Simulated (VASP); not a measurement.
Data:

```xyz
4
Lattice="1.9094 -3.3072 0.0000 1.9094 3.3072 0.0000 0.0000 0.0000 12.3632" Properties=species:S:1:pos:R:3 pbc="T T T"
La     0.0000     0.0000     6.1816
La     0.0000     0.0000    12.3632
La     1.9094     1.1024     3.0908
La     1.9094    -1.1024     9.2724
```

Computed with RPBE GGA, VASP's PBE PAW potentials (set 64) (plane waves; VASP 6.6.1). Settings: 520 eV cut-off, 10×10×3 Γ-centred mesh, tetrahedra with Blöchl corrections, potentials La.

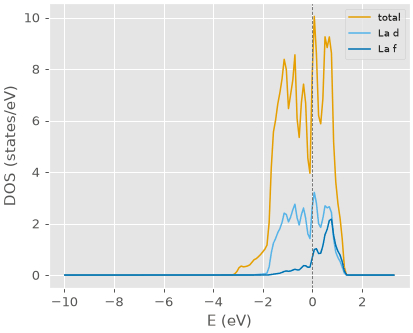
*Total and projected density of states, zero at the Fermi level*

Within 2 eV below the Fermi level the largest weight inside VASP's projection spheres is La d.

It has no gap at this level: it comes out as a metal or semimetal.

The compound is La in the dhcp structure. It was relaxed first.
